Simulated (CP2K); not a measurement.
Consider 3-mercaptothiophene at its PBE geometry (Å).

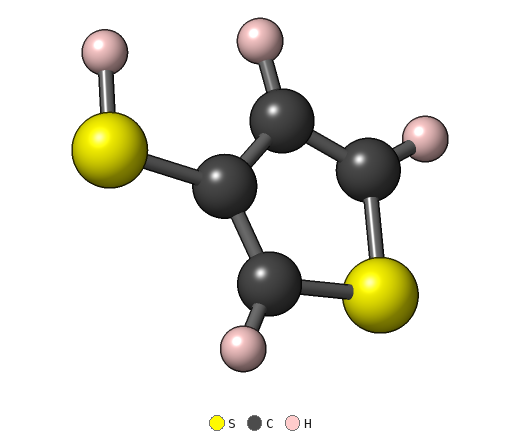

The molecule (sulfur yellow, carbon dark grey, hydrogen pink).

```xyz
10

S     2.3342   -0.2071   -0.5962
C     0.6267    0.1204   -0.2784
C    -0.2345   -0.6851    0.5308
C    -1.5126   -0.1823    0.5969
S    -1.6747    1.2607   -0.3152
C    -0.0281    1.2179   -0.8052
H     2.3952   -1.3369    0.1400
H     0.0827   -1.5934    1.0395
H    -2.3623   -0.5876    1.1373
H     0.3734    1.9934   -1.4496
```

Method: CP2K XAS_TDP, all-electron GAPW, PBEh(45%), aug-cc-pVDZ, TDA, ZORA, spin–orbit coupling.

Question: Where do the S L₂,₃-edge lines lie, and how strong are they?

Leading lines: S1 164.86 eV and S5 165.96 eV. The leading line of an atom is its first one with 35 % of the strongest within 2.5 eV of its lowest line over the strength cut. 

The first six lines of each atom with a strength over 0.0003:

| atom | energy (eV) | states | strength, one atom |
| --- | --- | --- | --- |
| S1 (bonded to C and H) | 163.58 | 1 | 0.0017 |
|  | 163.84 | 1 | 0.0014 |
|  | 164.61 | 2 | 0.0005 |
|  | 164.68 | 1 | 0.0007 |
|  | 164.70 | 1 | 0.0008 |
|  | 164.73 | 1 | 0.0018 |
| S5 (bonded to 2 C) | 164.39 | 2 | 0.0005 |
|  | 164.53 | 1 | 0.0019 |
|  | 164.86 | 1 | 0.0019 |
|  | 165.59 | 2 | 0.0016 |
|  | 165.96 | 1 | 0.0043 |
|  | 166.41 | 1 | 0.0010 |

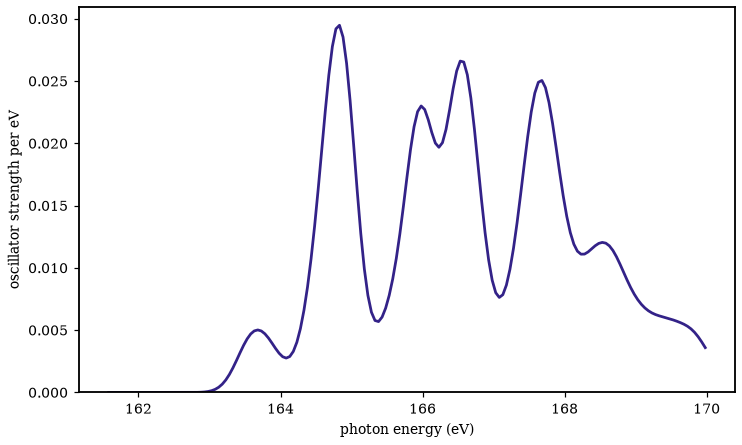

All atoms added, broadened by 0.5 eV.

Lines are vertical, at one geometry, with no vibrational structure. Without a correction of the core level, line positions, and the gaps between valence and Rydberg lines, follow the share of exact exchange. Rydberg lines, and the discretised continuum above threshold, depend on the basis and the box.

[Banner, clock and machine lines of the logs are left out without a mark of their own.]

[Logs are printed without paths, hosts, clocks, repeated set-up lines and the standing remarks that a program may print on its own settings, such as how far it seeks lower states.]

[Hosts, paths, dates, database ids (printed as entryN), source tags and the programs' standing remarks are cut or masked in the printed files.]
